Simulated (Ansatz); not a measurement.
A van 't Hoff estimate for KNH2 + B(CH3)2(SH) ⇌ KSH + B(CH3)2(NH2)

Species: KNH2 `[NH2][K]`, singlet; B(CH3)2(SH), singlet; KSH `[SH][K]`, singlet; B(CH3)2(NH2), singlet. The partners trade NH2 for SH: K–NH2 and B–SH bonds give way to K–SH and B–NH2.

The electronic reaction energy at CCSD(T)/def2-TZVPP is -192.9 kJ/mol. Shapes: PBE0-D4/def2-TZVP. Programs: Ansatz 0.2.0. Enthalpy and entropy come from rigid-rotor, harmonic-oscillator sums on unscaled PBE0-D4/def2-TZVP wavenumbers, ideal gases at 1 bar. Symmetry numbers: KNH2 2, B(CH3)2(SH) 1, KSH 1, B(CH3)2(NH2) 2. R = 8.3145 J/(mol K).

| T (K) | ΔH (kJ/mol) | ΔS (J/(mol K)) |
| --- | --- | --- |
| 400 | -186.0 | -6.5 |
| 600 | -187.1 | -8.8 |
| 800 | ? | ? |

Work out ln K at 400 and 600 K, and from these estimate it at 800 K.


1. 400 K: ΔG = -186.0 − 400 × (-6.5)/1000 = -183.4 kJ/mol; ln K = −ΔG/RT = +55.14.
2. 600 K: ΔG = -187.1 − 600 × (-8.8)/1000 = -181.8 kJ/mol; ln K = −ΔG/RT = +36.44.
3. Slope against 1000/T: (+36.44 − (+55.14))/(1.6667 − 2.5000) = +22.44, that is −ΔH/R with ΔH near -187 kJ/mol.
4. 800 K: ln K = +55.14 + (+22.44) × (1.2500 − 2.5000) = +27.09.

The full sums give ΔH = -187.9 kJ/mol, ΔS = -9.9 J/(mol K), ΔG = -180.0 kJ/mol and ln K = +27.06 at 800 K, so the line is off by +0.03 in ln K; without rounding the miss is +0.05, from the change of ΔH with temperature. The products are favoured over this whole range. An error of 10 kJ/mol in the energy moves ln K by 1.5 at 800 K. Soft modes are treated as harmonic, which can err either way at these temperatures; the lowest are those of KNH2 (258 cm⁻¹), B(CH3)2(SH) (75 cm⁻¹), KSH (251 cm⁻¹), B(CH3)2(NH2) (68 cm⁻¹). Outer-core shells of K are correlated, in sets that cover them unevenly.

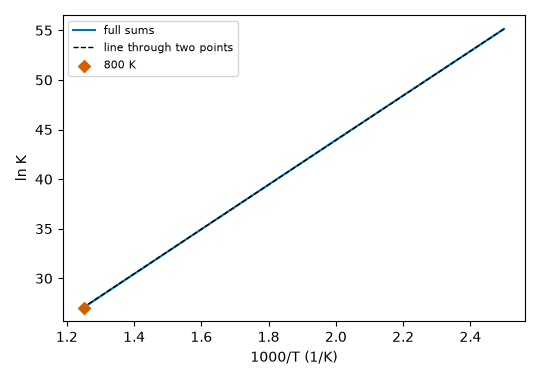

The van 't Hoff plot.
